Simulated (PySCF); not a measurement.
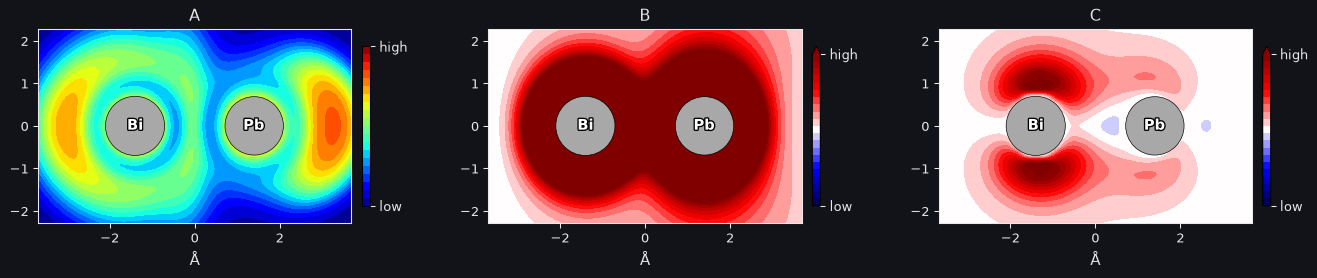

BiPb (doublet): 3 fields on a plane that holds the molecular axis, with unlabelled colour scales. Grey discs cover the atomic cores.

⟨S²⟩ = 0.82, above the pure value of 0.75; core potentials replace the inner electrons of Bi and Pb.

These are results of PBE0/cc-pVDZ(-PP), non-relativistic Hamiltonian with scalar-relativistic core potentials where named, at a bond length of 2.802 Å in PySCF, not measurements.

> Match the panels to the quantities (electron localisation function, electrostatic potential and spin density).

Panel A: electron localisation function. Panel B: electrostatic potential (strongly positive close to the atoms and fading to about zero outside). Panel C: spin density (confined to the atoms that carry the unpaired spin). From the grid: Bi–Pb (2.80 Å): the ELF is about 0.45 at the midpoint.
